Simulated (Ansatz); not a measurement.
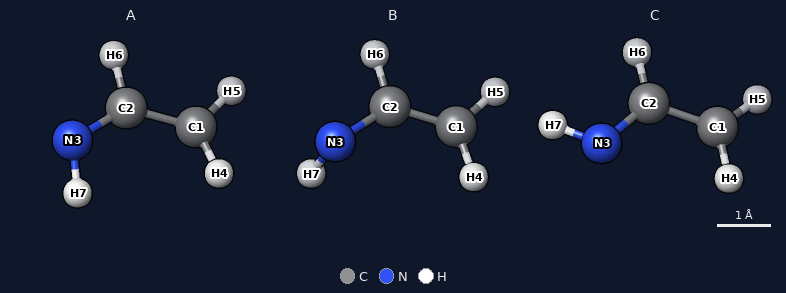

3 geometries from a converged minimum-energy path of C2H4N (multiplicity 2), shuffled. A ball-and-stick model, seen at a tilt.

Method: UKS PBE0/def2-SVP in Ansatz. Settings: 9 movable images; climbing image; force threshold 0.05 eV/Å; iteration limit 60; starting path through a guess of the saddle point.

Question: Which of them lies highest in energy?

Answer: B. In order along the path, whose images run from 0 to 10: C (image 1, +5.3 kJ/mol), B (image 5, +72.4 kJ/mol), A (image 8, +21.7 kJ/mol). The motion is a rotation about the C2–N3 bond by about 180°. No bond forms or breaks between the ends. Bond angles that change up to the highest image, for instance: N3–C2–H6 122.1° → 112.8°, C1–C2–N3 121.1° → 127.7°.

Cost: 92 s on 1 thread of Intel(R) Xeon(R) 6975P-C (Granite Rapids) (shared host), peak memory 0.15 GiB.
